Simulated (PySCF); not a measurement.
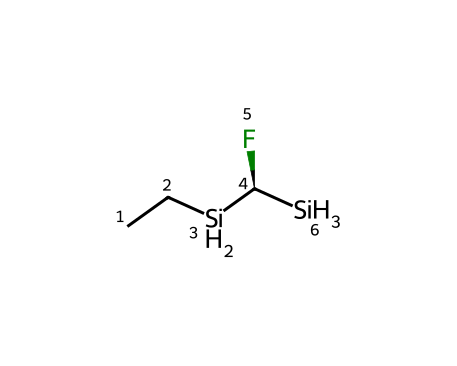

A structural formula, with wedges where it has stereocentres; small numbers name the atoms. The configuration is that of a computed structure (PBE0-D3(BJ)/def2-SVP).

Q: Give the R/S and E/Z labels.

A: C4: S.

Q: Give a SMILES with the stereochemistry.

A: CC[SiH2][C@@H](F)[SiH3]
